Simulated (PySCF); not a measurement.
C3H9GaOS2, SMILES C[O][Ga]([S]C)[S]C at its GFN2-xTB optimised geometry (Å):

```
16

Ga     0.2338    -0.4765     0.0000
O     -0.7507     0.9666     0.0000
C     -0.8257     2.3782    -0.0011
H      0.1663     2.8349    -0.0056
H     -1.3714     2.7037    -0.8902
H     -1.3641     2.7057     0.8919
S     -1.0170    -2.3545     0.0010
C     -2.6967    -1.6370    -0.0034
H     -2.8408    -1.0280     0.8840
H     -3.3767    -2.4833     0.0050
H     -2.8428    -1.0442    -0.9015
S      2.4975    -0.4765     0.0000
C      2.8009    -2.2861     0.0015
H      3.3767    -2.5269     0.8894
H      3.3701    -2.5299    -0.8899
H      1.8587    -2.8349     0.0059
```

Level of theory: PySCF with PBE0/def2-TZVP. Cells within 0.4 Å of a nucleus heavier than hydrogen are left out (blank, or x).

Map of the Laplacian of the electron density (e/bohr⁵), clipped to [-1.50, 1.50] on the plane z = 0.0 Å:

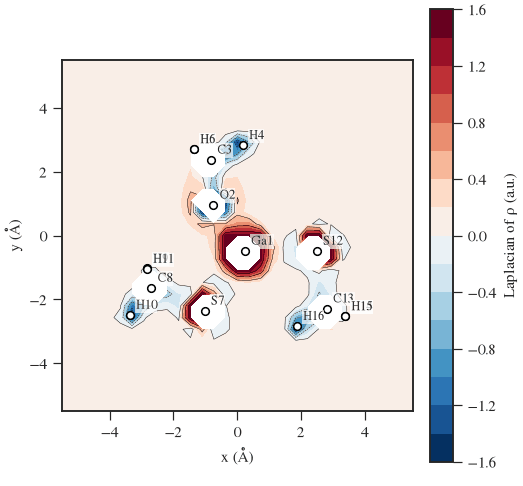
*Laplacian of the electron density (e/bohr⁵), clipped to [-1.50, 1.50] on the plane z = 0.0 Å.*
